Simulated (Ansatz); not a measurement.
```xyz
7

Al    0.0789   -0.0521    0.1716
Cl   -0.0904    0.5536    2.2167
H     1.3312    0.3780   -0.6958
F    -1.4014   -0.3201   -0.6034
S     0.3992   -2.5712    0.6305
H    -0.8713   -2.7397    0.1577
H    -0.0379   -2.3725    1.9090
```

The calculation used RKS PBE-D4/def2-SVP in Ansatz.

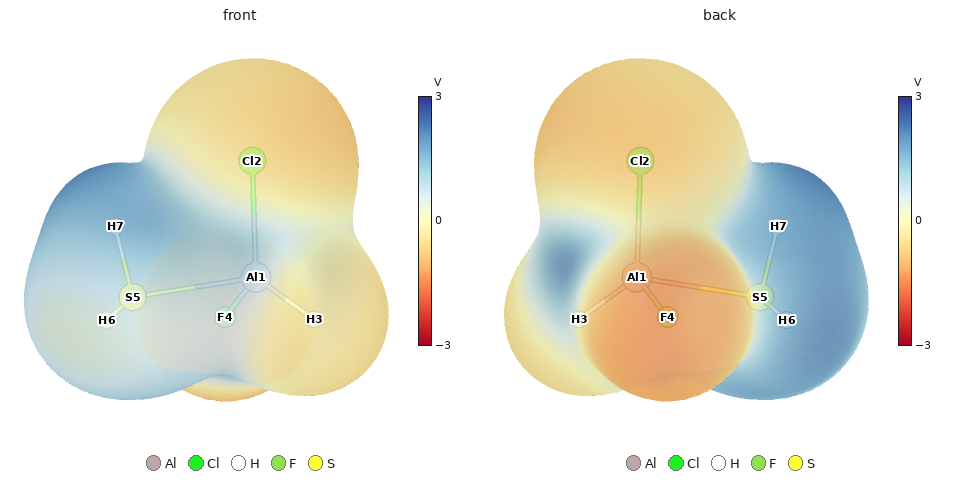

AlClFH₃S. The electrostatic potential painted on the density surface at 0.002 e/bohr³, seen from the front and from behind; red is negative and blue positive.

### Where is the surface potential most negative and most positive?

The most negative region (about −1.4 V) lies over F4, the most positive (about +2.2 V) over H6 and H7.
